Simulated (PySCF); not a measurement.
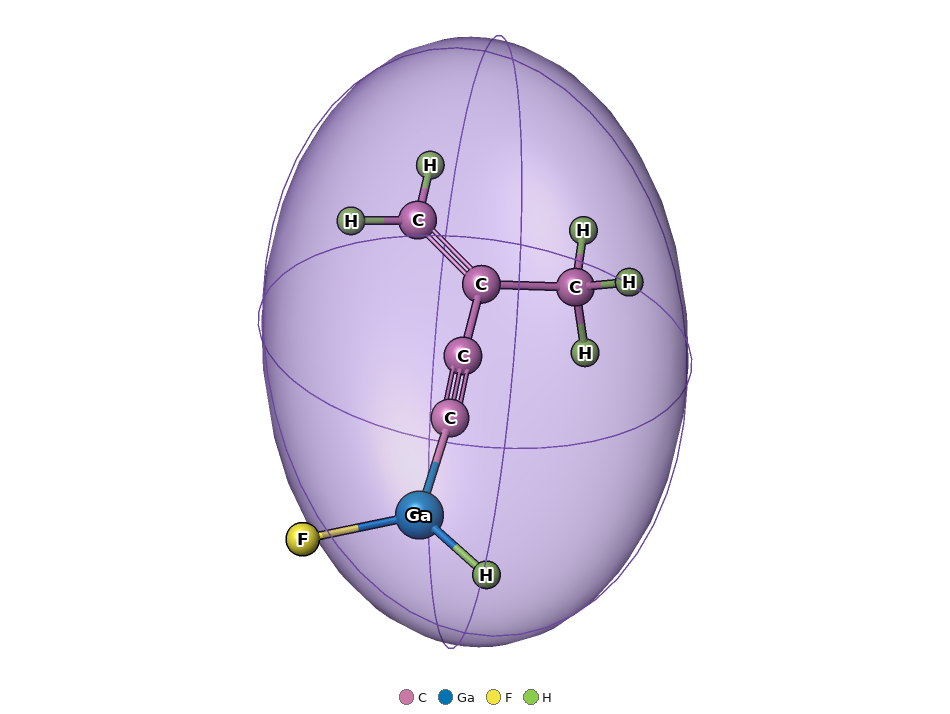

The ellipsoid shows the static dipole polarisability: its half-axes are proportional to the principal values. Computed geometry: GFN2-xTB optimisation. No frequency run is at hand to confirm it as a minimum. Method: ωB97X-D/def2-SVPD (PySCF 2.14.0).

**How large and how anisotropic is the polarisability?**

Principal values 58.3, 79.0, 133.7 bohr³; mean 90.3 bohr³ (13.39 Å³); anisotropy 67.5 bohr³, so the longest axis is 2.29 times the shortest.

The geometry is semi-empirical. Around Ga such bond lengths and angles can be off by a tenth of an ångström or more and by several degrees, and values that hang on the shape move with them.
